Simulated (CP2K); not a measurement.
# B2Cl4 (SMILES ClB(Cl)B(Cl)Cl): a first try and a second

Aim: a single-point energy of B2Cl4 at PM6.

Program for the calculation: CP2K 2026.2.

3 further runs of the same task are left out: 1 that didn't finish, 2 set aside as unsound or not needed.

### Step 1. The structure to begin with

B2Cl4 has 6 atoms, charge 0, and is taken as a singlet. As SMILES, `ClB(Cl)B(Cl)Cl`. The coordinates come from a GFN2-xTB relaxation.

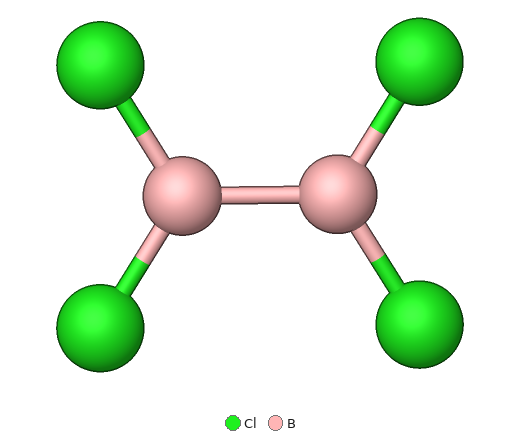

Viewed from a chosen angle; chlorine green, boron pink.

### Step 2. First attempt

Input file gas.inp:

```
&FORCE_EVAL
  METHOD QUICKSTEP
  &DFT
    # Quickstep
    &QS
      METHOD PM6
      EPS_DEFAULT 1.0E-10
      &SE
        &COULOMB
          CUTOFF [angstrom] 50
          RC_RANGE [angstrom] 0
        &END COULOMB
        &EXCHANGE
          CUTOFF [angstrom] 50
          RC_RANGE [angstrom] 0
        &END EXCHANGE
      &END SE
    &END QS
    &POISSON
      PERIODIC NONE
      POISSON_SOLVER ANALYTIC
    &END POISSON
    # self-consistent field
    &SCF
      SCF_GUESS ATOMIC
      EPS_SCF 1.0E-07
      MAX_SCF 150
      &DIAGONALIZATION
        ALGORITHM STANDARD
      &END DIAGONALIZATION
      &MIXING
        METHOD DIRECT_P_MIXING
        ALPHA 0.4
      &END MIXING
    # extra output
    &PRINT
      &MOMENTS
        PERIODIC F
        REFERENCE COM
        MAX_MOMENT 1
      &END MOMENTS
      &MO ON
        ENERGIES T
        OCCUPATION_NUMBERS T
        NDIGITS 6
        &EACH
          QS_SCF 0
        &END EACH
        ADD_LAST NUMERIC
      &END MO
      &HIRSHFELD OFF
      &END HIRSHFELD
    &END PRINT
  &END DFT
  # atoms, cell and kinds
  &SUBSYS
    # vacuum box
    &CELL
      ABC 15.6 14.9 14.9
      PERIODIC NONE
    &END CELL
    &COORD
      Cl     6.022170     6.085120     7.910580
      B      7.601650     6.764490     7.921140
      Cl     8.772110     5.983940     8.910370
      B      7.993120     8.139800     6.985720
      Cl     9.577830     8.808010     6.983700
      Cl     6.826280     8.916060     5.989630
    &END COORD
  &END SUBSYS
&END FORCE_EVAL

&GLOBAL
  PROJECT gas
  RUN_TYPE ENERGY
  PRINT_LEVEL MEDIUM
&END GLOBAL
```

Started as:

```bash
$ OMP_NUM_THREADS=1 cp2k.psmp -i gas.inp -o gas.out
```

Output:

```text
Possible matches for unknown subsection

 MOMENTS

   subsection MOMENTS in section %__ROOT__%FORCE_EVAL%DFT%ENERGY_CORRECTION%PRINT score:  110
   subsection MOMENTS in section %__ROOT__%FORCE_EVAL%DFT%REAL_TIME_PROPAGATION%PRINT score:  110
   subsection MOMENTS in section %__ROOT__%FORCE_EVAL%DFT%PRINT score:  110
   subsection MOMENTS_FT in section %__ROOT__%FORCE_EVAL%DFT%REAL_TIME_PROPAGATION%PRINT score:  107
   enum SILENT in section %__ROOT__%GLOBAL%PRINT for keyword _SECTION_PARAMETERS_ score:  106

 *******************************************************************************
 *   ___                                                                       *
 *  /   \                                                                      *
 * [ABORT]                                                                     *
 *  \___/               unknown subsection MOMENTS of section PRINT            *
 *    |                                                                        *
 *  O/|                                                                        *
 * /| |                                                                        *
 * / \                                               input/input_parsing.F:192 *
 *******************************************************************************

 ===== Routine Calling Stack =====

            6 section_vals_parse
            5 section_vals_parse
            4 section_vals_parse
            3 section_vals_parse
            2 section_vals_parse
            1 read_input

Program received signal SIGABRT: Process abort signal.

Backtrace for this error:
#0  0x43b16309f957 in ???
#1  0x43b183954cac in __pthread_kill_implementation
#2  0x43b1838fbfb7 in raise
#3  0x43b1838e5d37 in abort
#4  0x43b163772d83 in ???
#5  0x43b163774297 in ???
#6  0x43b1638e3e77 in ???
#7  0x43b1638e38f7 in ???
#8  0x43b1638e38f7 in ???
#9  0x43b1638e38f7 in ???
#10  0x43b1638e38f7 in ???
#11  0x43b1631b9807 in ???
#12  0x43b163a24e8b in ???
#13  0x43b163a29d0b in ???
#14  0x43b163140db3 in ???
#15  0x43b16313ef13 in ???
#16  0x43b1838e6573 in __libc_start_call_main
#17  0x43b1838e6657 in __libc_start_main_impl
#18  0x43b16313f06f in ???
#19  0xffffffffffffffff in ???
```

Wall time 0.51 s (1 thread of Arm Neoverse N1, shared host); peak memory 0.13 GiB.

### Step 3. Reading the log

The program refused the input.

The telling line is `\___/               unknown subsection MOMENTS of section PRINT`. What is wrong: a section of the input isn't closed.

### Step 4. Second attempt

Input file qs.inp:

```
&GLOBAL
 PROJECT_NAME qs
 RUN_TYPE ENERGY
 PRINT_LEVEL MEDIUM
&END

&FORCE_EVAL
 METHOD QS
 &DFT
  # Quickstep
  &QS
   METHOD PM6
   EPS_DEFAULT 1.0E-10
   &SE
    &COULOMB
     CUTOFF [angstrom] 50
     RC_RANGE [angstrom] 0
    &END
    &EXCHANGE
     CUTOFF [angstrom] 50
     RC_RANGE [angstrom] 0
    &END
   &END
  &END
  &POISSON
   PERIODIC NONE
   POISSON_SOLVER ANALYTIC
  &END
  &SCF
   SCF_GUESS ATOMIC
   EPS_SCF 1.0E-07
   MAX_SCF 150
   &DIAGONALIZATION
    ALGORITHM STANDARD
   &END
   &MIXING
    METHOD DIRECT_P_MIXING
    ALPHA 0.4
   &END
  &END
  # extra output
  &PRINT
   &MOMENTS
    PERIODIC F
    REFERENCE COM
    MAX_MOMENT 1
   &END
   &MO ON
    ENERGIES T
    OCCUPATION_NUMBERS T
    NDIGITS 6
    &EACH
     QS_SCF 0
    &END
    ADD_LAST NUMERIC
   &END
   &HIRSHFELD OFF
   &END
  &END
 &END
 &SUBSYS
  # vacuum box
  &CELL
   ABC 15.6 14.9 14.9
   PERIODIC NONE
  &END
  &COORD
   Cl     6.022170     6.085120     7.910580
   B      7.601650     6.764490     7.921140
   Cl     8.772110     5.983940     8.910370
   B      7.993120     8.139800     6.985720
   Cl     9.577830     8.808010     6.983700
   Cl     6.826280     8.916060     5.989630
  &END
 &END
&END
```

Started as:

```bash
$ OMP_NUM_THREADS=1 cp2k.psmp -i qs.inp > qs.out 2>&1
```

Output:

```text
CP2K| version string:                                       CP2K version 2026.2
[...]
 GLOBAL| Method name                                                        CP2K
[...]
 GLOBAL| Run type                                                         ENERGY
[...]
                             - Atoms:                                          6
[...]
                             - Spherical basis functions:                     44
[...]
 Number of electrons:                                                         34
[...]
     1 P_Mix/Diag. 0.40E+00    0.0     0.55770970       -38.2103087737 -3.82E+01
[...]
    17 DIIS/Diag.  0.27E-07    0.0     0.00000008       -41.6049394671 -3.27E-13
  *** SCF run converged in    17 steps ***
  Core-core repulsion energy [eV]:                           2073.25591332658041
  Core Hamiltonian energy [eV]:                             -1770.00662147611411
  Two-electron integral energy [eV]:                        -2870.75454003502273
  Electronic energy [eV]:                                   -3205.38389149362547
  Total energy [eV]:                                        -1132.12797816704528
  Atomic reference energy [eV]:                              1127.50839008730736
  Heat of formation [kcal/mol]:                              -106.53024031683981
[...]
 SE_DIPOLE| Moment [Debye]          0.00919325      -0.00764338      -0.00791122
 SE_DIPOLE| Derivative [a.u.]       0.00000000       0.00000000       0.00000000
 ENERGY| Total FORCE_EVAL ( QS ) energy [hartree]            -41.604939467063197
[...]
```

Wall time 0.49 s (1 thread of Arm Neoverse N1, shared host); peak memory 0.14 GiB.

### Step 5. Outcome

At PM6:

| quantity | value |
| --- | --- |
| total energy | -41.60494 Eh |
| dipole moment | 0.01 D |
| HOMO energy | -10.20 eV |
| heat of formation | -106.5 kcal/mol |
